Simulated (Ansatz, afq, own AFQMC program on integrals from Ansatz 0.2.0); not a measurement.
**CuH (singlet): AFQMC on the coupled-cluster ladder at distance Cu1–H2 = 1.625 Å, def2-TZVP**

Aim: compute CuH (singlet) with auxiliary-field quantum Monte Carlo on the same integrals as coupled cluster, and set the energies side by side.

Program: Ansatz 0.2.0, Gaussian basis, and an in-house AFQMC program (afq) on its integrals; all values are calculated. Level of theory: def2-TZVP, frozen cores. These are calculated values, not measurements.

To be run: PBE (unrestricted); r2SCAN (unrestricted); PBE0 (unrestricted); B3LYP (unrestricted); wB97M-V (unrestricted); B2PLYP (unrestricted); CCSD(T) on RHF; CCSDT(Q) on RHF; Phaseless AFQMC, single-determinant trial on RHF; Free-projection AFQMC, CISD trial on RHF; UHF.

4 further runs of the same task are left out: 4 that didn't finish.

### Step 1. What is computed

The geometry derives from a PBE0/def2-TZVP stationary point (not a proven minimum). One bond is set to the value named and the two fragments are kept rigid.

2 atoms, charge 0, spin multiplicity 1.

Atoms are counted from 1 here; the program's logs count them from 0.

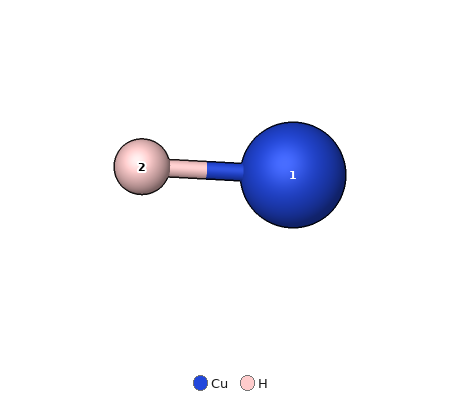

The structure; copper blue, hydrogen pink; atoms are numbered from 1 in the order of the file.

### Step 2. PBE (unrestricted)

Input file in.yaml:

```yaml
crystal:
  periodic: [false, false, false]
  atoms:
    - {symbol: Cu, position_ang: [0.000000, 0.000000, 0.000000]}
    - {symbol: H, position_ang: [0.000000, 0.000000, 1.625000]}
basis:
  gaussian: {orbitals: def2-TZVP}
magnetization: {spin_polarized: true, initial_magnetization: 0}
hamiltonian: {xc: {name: PBE}}
output: {orbitals: {seedname: orbitals}}
```

On the command line:

```console
ansatz run in.yaml --threads 1 --pin off --events-out ev --progress --plain --max-ram 1382MiB
```

The program printed:

```text
Functional definition: PBE
  name "PBE"
  cite "Perdew, Burke & Ernzerhof, Phys. Rev. Lett. 77, 3865 (1996) doi:10.1103/PhysRevLett.77.3865"
  parent pbe
  parameter kappa = 0.804
  parameter beta = 0.06672455060314922
  exchange = pbe_x(kappa = kappa, mu = beta*pi^2/3)
  correlation = pbe_c(beta = beta)
497 factors; their error is unknown
mean field evaluation 1: about -44646.3685 eV, gradient 3.7e1 eV
mean field evaluation 2: about -44470.9803 eV, gradient 3.0e2 eV
mean field evaluation 4: about -44648.3552 eV, gradient 1.9e1 eV
mean field evaluation 8: about -44649.5761 eV, gradient 1.6e-2 eV
mean field evaluation 16: about -44649.5486 eV, gradient 9.7e-6 eV
mean field -44649.54861277 eV, -1640.8406469681 hartree, gradient 9.7e-6 eV, S^2 0.000000; 0 other end points of the search recorded, 0 dependent functions left out
reference -44649.54864960 eV, -1640.8406483216 hartree; 15, 15 occupied and 36, 36 virtual orbitals, 497 factors
Total energy: -44649.54864960 eV, -1640.8406483216 hartree
```

Run time: 1.1 s. Hardware: 1 thread of Intel Xeon Platinum 8488C (Sapphire Rapids), shared host.

From the report: ⟨S²⟩ of the determinant 0.000 (pure singlet: 0.00).

### Step 3. r2SCAN (unrestricted)

Changes to in.yaml since step 2:

```diff
@@ -8,3 +8,2 @@
 magnetization: {spin_polarized: true, initial_magnetization: 0}
-hamiltonian: {xc: {name: PBE}}
-output: {orbitals: {seedname: orbitals}}
+hamiltonian: {xc: {name: r2SCAN}}
```

Launched as before.

The program printed:

```text
Functional definition: r2SCAN
  name "r2SCAN"
  cite "Furness, Kaplan, Ning, Perdew & Sun, J. Phys. Chem. Lett. 11, 8208 (2020) doi:10.1021/acs.jpclett.0c02405"
  cite "Furness, Kaplan, Ning, Perdew & Sun, J. Phys. Chem. Lett. 11, 9248 (2020) doi:10.1021/acs.jpclett.0c03077"
  parent r2scan
  parameter k0 = 0.174
  parameter k1 = 0.065
  parameter a1 = 4.9479
  exchange = r2scan_x(k0 = k0, k1 = k1, a1 = a1)
  correlation = r2scan_c
497 factors; their error is unknown
mean field evaluation 1: about -44652.2088 eV, gradient 4.2e1 eV
mean field evaluation 2: about -44479.4516 eV, gradient 3.0e2 eV
mean field evaluation 4: about -44654.8849 eV, gradient 1.5e1 eV
mean field evaluation 8: about -44655.6373 eV, gradient 8.5e-2 eV
mean field evaluation 16: about -44655.6079 eV, gradient 1.1e0 eV
mean field -44655.63735117 eV, -1641.0644039774 hartree, gradient 7.8e-5 eV, S^2 0.000000; 1 other end points of the search recorded, 0 dependent functions left out
reference -44655.63736767 eV, -1641.0644045839 hartree; 15, 15 occupied and 36, 36 virtual orbitals, 497 factors
Total energy: -44655.63736767 eV, -1641.0644045839 hartree
```

Wall time 2.3 s (1 thread of Intel Xeon Platinum 8488C (Sapphire Rapids), shared host).

From the report: ⟨S²⟩ of the determinant 0.000 (pure singlet: 0.00).

### Step 4. PBE0 (unrestricted)

Changes to in.yaml since step 3:

```diff
@@ -8,2 +8,3 @@
 magnetization: {spin_polarized: true, initial_magnetization: 0}
-hamiltonian: {xc: {name: r2SCAN}}
+hamiltonian: {xc: {name: PBE0}}
+output: {orbitals: {seedname: orbitals}}
```

Same command.

The program printed:

```text
Functional definition: PBE0
  name "PBE0"
  cite "Adamo & Barone, J. Chem. Phys. 110, 6158 (1999) doi:10.1063/1.478522"
  cite "Perdew, Burke & Ernzerhof, Phys. Rev. Lett. 77, 3865 (1996) doi:10.1103/PhysRevLett.77.3865"
  parent pbe
  parameter a = 0.25
  parameter kappa = 0.804
  parameter beta = 0.06672455060314922
  exchange = (1 - a)*pbe_x(kappa = kappa, mu = beta*pi^2/3) + a*exact_x
  correlation = pbe_c(beta = beta)
521 factors; integrals over basis functions are off by at most 1.1e-3 eV
mean field evaluation 1: about -44646.0824 eV, gradient 4.3e1 eV
mean field evaluation 2: about -44559.3010 eV, gradient 2.3e2 eV
mean field evaluation 4: about -44649.2525 eV, gradient 5.9e0 eV
mean field evaluation 8: about -44649.3824 eV, gradient 2.0e-1 eV
mean field evaluation 16: about -44649.3826 eV, gradient 8.5e-6 eV
mean field -44649.38264367 eV, -1640.8345477164 hartree, gradient 9.3e-6 eV, S^2 0.000000; 0 other end points of the search recorded, 0 dependent functions left out
reference -44649.38267145 eV, -1640.8345487371 hartree; 15, 15 occupied and 36, 36 virtual orbitals, 521 factors
Total energy: -44649.38267145 eV, -1640.8345487371 hartree
```

Wall time 1.8 s (1 thread of Intel Xeon Platinum 8488C (Sapphire Rapids), shared host).

From the report: ⟨S²⟩ of the determinant 0.000 (pure singlet: 0.00).

### Step 5. B3LYP (unrestricted)

Changes to in.yaml since step 4:

```diff
@@ -8,3 +8,2 @@
 magnetization: {spin_polarized: true, initial_magnetization: 0}
-hamiltonian: {xc: {name: PBE0}}
-output: {orbitals: {seedname: orbitals}}
+hamiltonian: {xc: {name: B3LYP}}
```

Launched as before.

The program printed, shortened:

```text
Functional definition: B3LYP
  name "B3LYP"
  cite "Stephens, Devlin, Chabalowski & Frisch, J. Phys. Chem. 98, 11623 (1994) doi:10.1021/j100096a001"
  cite "Becke, Phys. Rev. A 38, 3098 (1988) doi:10.1103/PhysRevA.38.3098"
  cite "Lee, Yang & Parr, Phys. Rev. B 37, 785 (1988) doi:10.1103/PhysRevB.37.785"
  cite "Vosko, Wilk & Nusair, Can. J. Phys. 58, 1200 (1980) doi:10.1139/p80-159"
[...]
521 factors; integrals over basis functions are off by at most 1.1e-3 eV
[...]
mean field -44657.65777488 eV, -1641.1386531791 hartree, gradient 4.8e-6 eV, S^2 0.000000; 0 other end points of the search recorded, 0 dependent functions left out
reference -44657.65796274 eV, -1641.1386600830 hartree; 15, 15 occupied and 36, 36 virtual orbitals, 521 factors
Total energy: -44657.65796274 eV, -1641.1386600830 hartree
```

Wall time 1.8 s (1 thread of Intel Xeon Platinum 8488C (Sapphire Rapids), shared host).

From the report: ⟨S²⟩ of the determinant 0.000 (pure singlet: 0.00).

### Step 6. wB97M-V (unrestricted)

Changes to in.yaml since step 5:

```diff
@@ -8,2 +8,3 @@
 magnetization: {spin_polarized: true, initial_magnetization: 0}
-hamiltonian: {xc: {name: B3LYP}}
+hamiltonian: {xc: {name: wB97M-V}}
+output: {orbitals: {seedname: orbitals}}
```

Same command.

The program printed, shortened:

```text
Functional definition: wB97M-V
  name "wB97M-V"
  cite "Mardirossian & Head-Gordon, J. Chem. Phys. 144, 214110 (2016) doi:10.1063/1.4952647"
  cite "Becke, J. Chem. Phys. 107, 8554 (1997) doi:10.1063/1.475007"
  cite "Vydrov & Van Voorhis, J. Chem. Phys. 133, 244103 (2010) doi:10.1063/1.3521275"
  # Of w^i u^j: cxij and so on, Table III.
[...]
  gx(w, u) = 1 - cx + cx01*u + cx10*w
  gss(w, u) = css00 + css04*u^4 + css10*w + css20*w^2 + css43*w^4*u^3
  gos(w, u) = cos00 + cos10*w + (cos20 + cos21*u)*w^2 + (cos60 + cos61*u)*w^6
[...]
      + integral(e_c_pw_mod_opposite_spin*gos(b97_w_opposite, b97_u_opposite)) + vv10(b, c)
521 factors; integrals over basis functions are off by at most 1.1e-3 eV
100 factors; integrals over basis functions are off by at most 7.9e-5 eV
[...]
mean field -44653.50303852 eV, -1640.9859694342 hartree, gradient 3.3e-5 eV, S^2 0.000000; 0 other end points of the search recorded, 0 dependent functions left out
reference -44653.50308234 eV, -1640.9859710444 hartree; 15, 15 occupied and 36, 36 virtual orbitals, 521 factors
Total energy: -44653.50308234 eV, -1640.9859710444 hartree
```

It took 5.5 s on 1 thread of Intel Xeon Platinum 8488C (Sapphire Rapids), shared host.

From the report: ⟨S²⟩ of the determinant 0.000 (pure singlet: 0.00).

### Step 7. B2PLYP (unrestricted)

Changes to in.yaml since step 6:

```diff
@@ -8,3 +8,3 @@
 magnetization: {spin_polarized: true, initial_magnetization: 0}
-hamiltonian: {xc: {name: wB97M-V}}
-output: {orbitals: {seedname: orbitals}}
+hamiltonian: {xc: {name: B2PLYP}}
+correlation: {electrons: outside_noble_gas}
```

The command is unchanged.

The program printed, shortened:

```text
Functional definition: B2PLYP
  name "B2PLYP"
  cite "Grimme, J. Chem. Phys. 124, 034108 (2006) doi:10.1063/1.2148954"
  cite "Becke, Phys. Rev. A 38, 3098 (1988) doi:10.1103/PhysRevA.38.3098"
  cite "Lee, Yang & Parr, Phys. Rev. B 37, 785 (1988) doi:10.1103/PhysRevB.37.785"
[...]
521 factors; integrals over basis functions are off by at most 1.1e-3 eV
[...]
mean field -44643.84050462 eV, -1640.6308778628 hartree, gradient 1.3e-6 eV, S^2 0.000000; 2 other end points of the search recorded, 0 dependent functions left out
9 core orbitals not correlated: weight in the atoms' cores, before any rotation towards them, 1.000 or more for the frozen orbitals, at most 0.000 for the correlated occupied ones
reference -44643.84062391 eV, -1640.6308822468 hartree; 6, 6 occupied and 36, 36 virtual orbitals, 521 factors
second order -14.79104870 eV of doubles, -0.00000000 eV of singles
Total energy: -44647.83420706 eV, -1640.7776437206 hartree
```

Wall time 3.2 s (1 thread of Intel Xeon Platinum 8488C (Sapphire Rapids), shared host).

From the report: ⟨S²⟩ of the determinant 0.000 (pure singlet: 0.00).

### Step 8. CCSD(T) on RHF

Input file in.yaml:

```yaml
crystal:
  periodic: [false, false, false]
  atoms:
    - {symbol: Cu, position_ang: [0.000000, 0.000000, 0.000000]}
    - {symbol: H, position_ang: [0.000000, 0.000000, 1.625000]}
basis:
  gaussian: {orbitals: def2-TZVP}
magnetization: {spin_polarized: false}
correlation: {method: ccsd_t, electrons: outside_noble_gas, hamiltonian_folder: ham}
```

Same command.

The program printed, shortened:

```text
Functional definition: HF
  name "HF"
  cite "Fock, Z. Phys. 61, 126 (1930) doi:10.1007/BF01340294"
  parent pbe
[...]
521 factors; integrals over basis functions are off by at most 1.1e-3 eV
[...]
mean field -44612.31590970 eV, -1639.4723703678 hartree, gradient 2.7e-6 eV, S^2 0.000000; 1 other end points of the search recorded, 0 dependent functions left out
9 core orbitals not correlated: weight in the atoms' cores, before any rotation towards them, 1.000 or more for the frozen orbitals, at most 0.000 for the correlated occupied ones
reference -44612.31590970 eV, -1639.4723703678 hartree; 6, 6 occupied and 36, 36 virtual orbitals, 521 factors
second order -11.86987087 eV of doubles, -0.00000000 eV of singles
cycle   1  -9.65393407 eV  change     2.2e0 eV  update   1.7e-1
[...]
cycle  16  -10.53235993 eV  change   -1.3e-5 eV  update   1.7e-6
perturbative correction -0.37299679 eV, -0.0137073792 hartree
Total energy: -44623.22126643 eV, -1639.8731348355 hartree
```

Wall time 1.3 s (1 thread of Intel Xeon Platinum 8488C (Sapphire Rapids), shared host).

From the report: correlation -10.9054 eV; T1 0.038; largest double amplitude 0.07.

This run also writes the integrals to the folder ham.

### Step 9. CCSDT(Q) on RHF

Changes to in.yaml since step 8:

```diff
@@ -8,2 +8,2 @@
 magnetization: {spin_polarized: false}
-correlation: {method: ccsd_t, electrons: outside_noble_gas, hamiltonian_folder: ham}
+correlation: {method: ccsdt_q, electrons: outside_noble_gas}
```

The command is unchanged.

The program printed, shortened:

```text
Functional definition: HF
  name "HF"
  cite "Fock, Z. Phys. 61, 126 (1930) doi:10.1007/BF01340294"
  parent pbe
[...]
813 factors; integrals over basis functions are off by at most 2.3e-7 eV
[...]
mean field -44612.31592624 eV, -1639.4723709754 hartree, gradient 5.5e-7 eV, S^2 0.000000; 1 other end points of the search recorded, 0 dependent functions left out
9 core orbitals not correlated: weight in the atoms' cores, before any rotation towards them, 1.000 or more for the frozen orbitals, at most 0.000 for the correlated occupied ones
reference -44612.31592624 eV, -1639.4723709754 hartree; 6, 6 occupied and 36, 36 virtual orbitals, 813 factors
second order -11.86988829 eV of doubles, -0.00000000 eV of singles
cycle   1  -9.65393640 eV  change     2.2e0 eV  update   1.8e-1
[...]
cycle  23  -10.89963283 eV  change   -6.5e-7 eV  update   8.3e-7
perturbative correction -0.00285803 eV, -0.0001050306 hartree
Total energy: -44623.21841710 eV, -1639.8730301245 hartree
```

Run time: 18 s. Hardware: 1 thread of Intel Xeon Platinum 8488C (Sapphire Rapids), shared host; peak memory 0.26 GiB.

From the report: correlation -10.9025 eV; T1 0.038; largest double amplitude 0.07.

### Step 10. Phaseless AFQMC, single-determinant trial on RHF

It reads the integrals that the CCSD(T) run on this determinant wrote.

On the command line:

```console
afq ham --method phaseless --trial hf --walkers 120 --populations 1 --least-time 40 --time-step 0.005 --steps-per-block 20 --equilibration-blocks 160 --max-blocks 600 --target-error 0.00126 --factor-cut 1e-05 --seed 2587 --taylor-order 6
```

The program printed:

```text
orbitals 42  electrons 6 6  factors 342 of 521
reference energy -1639.47237037 Eh
CCSD correlation -0.38705709 Eh in 16 cycles, weight of the determinant in the CISD state 0.8870
energy of the start -1639.472370 Eh
 block  time / (1/Eh)  mean weight  energy / Eh
     1     0.100  1.0020  -1639.704638
     2     0.200  1.0025  -1639.756674
     3     0.300  1.0025  -1639.832444
     4     0.400  1.0038  -1639.858167
     5     0.500  1.0029  -1639.912799
     6     0.600  0.9994  -1639.820719
     7     0.700  1.0009  -1639.789681
     8     0.800  1.0015  -1639.801701
     9     0.900  1.0018  -1639.783668
    10     1.000  0.9986  -1639.827539
    20     2.000  0.9985  -1639.838314
    39     3.900  0.9974  -1639.855101
    58     5.800  1.0041  -1639.836146
    77     7.700  1.0029  -1639.880853
    96     9.600  1.0028  -1639.944621
   115    11.500  1.0024  -1639.871832
   134    13.400  0.9987  -1639.856767
   153    15.300  1.0030  -1639.903546
   172    17.200  0.9983  -1639.929421
   191    19.100  0.9980  -1639.943706
   210    21.000  1.0009  -1639.871050
   229    22.900  0.9970  -1639.877162
   248    24.800  0.9990  -1639.941509
   267    26.700  0.9991  -1639.825332
   286    28.600  1.0012  -1640.033943
   305    30.500  0.9983  -1639.866651
   324    32.400  1.0013  -1639.890455
   343    34.300  1.0040  -1639.865324
   362    36.200  1.0003  -1639.828807
   381    38.100  1.0010  -1639.891719
   400    40.000  0.9975  -1639.838513
   419    41.900  0.9980  -1639.814784
   438    43.800  1.0017  -1639.932680
   457    45.700  1.0063  -1639.905716
   476    47.600  0.9978  -1639.818727
   495    49.500  0.9992  -1639.850509
   514    51.400  0.9983  -1639.863821
   533    53.300  1.0045  -1639.947475
   552    55.200  1.0000  -1639.875747
   571    57.100  1.0021  -1639.908317
   590    59.000  0.9951  -1639.850277
   609    60.900  0.9987  -1639.819952
   628    62.800  1.0035  -1639.881468
   647    64.700  0.9985  -1639.833572
   666    66.600  0.9929  -1639.861112
   685    68.500  0.9971  -1639.809064
   704    70.400  1.0016  -1639.831022
   723    72.300  0.9984  -1639.846913
   742    74.200  0.9992  -1639.889794
blocks merged  error / Eh  count
     1  0.001944  600
     2  0.002362  300
     4  0.002807  150
     8  0.002975  75
    16  0.003025  37
    32  0.003324  18
    64  0.003841  9
energy -1639.883006 +/- 0.003324 Eh
```

Wall time 4.6 min (1 thread of Intel Xeon Platinum 8488C (Sapphire Rapids), shared host).

Energy -44623.4899 ± 0.0905 eV. Caveats: constraint bias not in the error; error above the target.

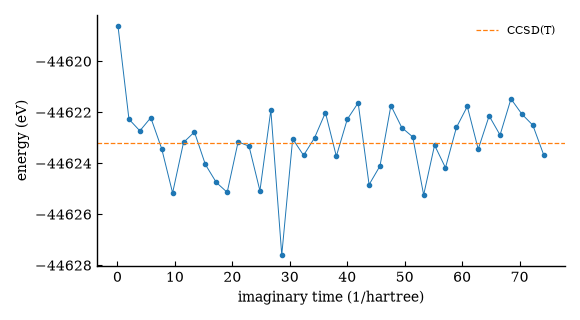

Block energies along the walk.

### Step 11. Free-projection AFQMC, CISD trial on RHF

It reads the integrals that the CCSD(T) run on this determinant wrote.

On the command line:

```console
afq ham --method free --trial cisd --walkers 60 --time-step 0.03 --max-blocks 80 --target-error 0.00042 --factor-cut 1e-05 --seed 5224 --times 0,0.21,0.42,0.81,1.2,1.8,2.4,3 --taylor-order 8
```

The program printed:

```text
orbitals 42  electrons 6 6  factors 342 of 521
reference energy -1639.47237037 Eh
CCSD correlation -0.38705709 Eh in 16 cycles, weight of the determinant in the CISD state 0.8870
repeat  energy at the last time / Eh  error
    10  -1639.879135  0.007929
    20  -1639.877442  0.005274
    30  -1639.877282  0.004029
    40  -1639.876549  0.003467
    50  -1639.875441  0.002804
    60  -1639.874413  0.002478
    70  -1639.873518  0.002673
    80  -1639.873399  0.002413
time / (1/Eh)  energy / Eh  error  mean overlap
  0.00  -1639.859529  0.000889  1.1282
  0.21  -1639.868067  0.000730  1.1239
  0.42  -1639.869039  0.000769  1.1227
  0.81  -1639.871133  0.000970  1.1098
  1.20  -1639.870092  0.001014  1.1229
  1.80  -1639.873107  0.001395  1.0942
  2.40  -1639.873744  0.001686  1.1053
  3.00  -1639.873399  0.002413  1.1197
energy -1639.873399 +/- 0.002413 Eh
```

Wall time 4.4 min (1 thread of Intel Xeon Platinum 8488C (Sapphire Rapids), shared host).

Energy -44623.2285 ± 0.0657 eV. The run doesn't count as converged. Caveats: remainder of the start not in the error; error above the target.

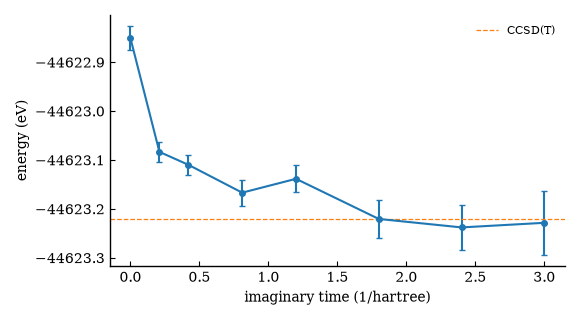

Energy against projection time, with error bars.

### Step 12. UHF

Input file in.yaml:

```yaml
crystal:
  periodic: [false, false, false]
  atoms:
    - {symbol: Cu, position_ang: [0.000000, 0.000000, 0.000000]}
    - {symbol: H, position_ang: [0.000000, 0.000000, 1.625000]}
basis:
  gaussian: {orbitals: def2-TZVP}
magnetization: {spin_polarized: true, initial_magnetization: 0}
hamiltonian: {xc: hf}
output: {orbitals: {seedname: orbitals}}
```

On the command line:

```console
ansatz run in.yaml --threads 1 --pin off --events-out ev --progress --plain --max-ram 1382MiB
```

The program printed:

```text
Functional definition: HF
  name "HF"
  cite "Fock, Z. Phys. 61, 126 (1930) doi:10.1007/BF01340294"
  parent pbe
  exchange = exact_x
  correlation = 0
521 factors; integrals over basis functions are off by at most 1.1e-3 eV
mean field evaluation 1: about -44608.2724 eV, gradient 4.6e1 eV
mean field evaluation 2: about -44608.2724 eV, gradient 4.6e1 eV
mean field evaluation 4: about -44612.2564 eV, gradient 2.5e0 eV
mean field evaluation 8: about -44612.3159 eV, gradient 8.4e-3 eV
mean field evaluation 16: about -44611.4675 eV, gradient 5.1e-3 eV
mean field evaluation 32: about -44611.8471 eV, gradient 5.2e-4 eV
mean field evaluation 64: about -44611.3462 eV, gradient 1.9e-5 eV
mean field evaluation 96: about -44608.2724 eV, gradient 4.6e1 eV
mean field -44612.31590970 eV, -1639.4723703678 hartree, gradient 1.5e-5 eV, S^2 0.000000; 5 other end points of the search recorded, 0 dependent functions left out
reference -44612.31590970 eV, -1639.4723703678 hartree; 15, 15 occupied and 36, 36 virtual orbitals, 521 factors
Total energy: -44612.31590970 eV, -1639.4723703678 hartree
```

Wall time 3 s (1 thread of Intel Xeon Platinum 8488C (Sapphire Rapids), shared host).

From the report: ⟨S²⟩ of the determinant 0.000 (pure singlet: 0.00).

### Step 13. AFQMC on the ladder

On the RHF determinant, counted from CCSDT(Q) (a yardstick, not exact):

| level | energy (eV) | from CCSDT(Q) (kJ/mol) | statistical error (kJ/mol) | time |
| --- | --- | --- | --- | --- |
| HF | -44612.3159 | +1051.9 |  |  |
| MP2 | -44624.1858 | -93.3 |  |  |
| CCSD | -44622.8483 | +35.7 |  |  |
| CCSD(T) | -44623.2213 | -0.3 |  |  |
| CCSDT(Q) | -44623.2184 | 0.0 |  |  |
| Phaseless AFQMC, single-determinant trial, step 0.005, 120 walkers | -44623.4899 | -26.2 | 8.7 | 4.6 min |

The functionals' totals stand on their own zeros and serve differences with other points: PBE -44649.549 eV; r2SCAN -44655.637 eV; PBE0 -44649.383 eV; B3LYP -44657.658 eV; wB97M-V -44653.503 eV; B2PLYP -44647.834 eV.

### Step 14. Outcome

| quantity | value |
| --- | --- |
| CCSD(T) on RHF from CCSDT(Q) | -0.3 kJ/mol |
| Phaseless AFQMC, single-determinant trial on RHF from CCSDT(Q) | -26.2 ± 8.7 kJ/mol |

**Reading.** Error bars are statistical and leave out the constraint, the time step and what remains of the start.
